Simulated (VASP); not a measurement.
Band structure of ZnS (wurtzite). Computed with vdW-DF2, VASP's PBE PAW potentials (set 64) (plane waves; VASP).

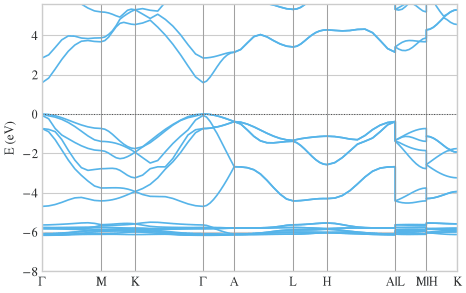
Figure. Bands along high-symmetry lines, zero at the valence-band maximum or, without a gap, the Fermi level

Problem. Read the plot: is there a gap, and where are the band edges?

Solution. The gap is direct, 1.59 eV, from the valence maximum at Γ to the conduction minimum at Γ. (Edges off the drawn lines would not show.)

Measured: gap 3.91 eV (computed value off by -2.32 eV), as given by Mehmet Aras et al., The Journal of Chemical Physics (2014), arXiv:1312.4272.

The compound is ZnS in the wurtzite structure, the high-temperature form. It was relaxed first, which changed the volume by +9 %.
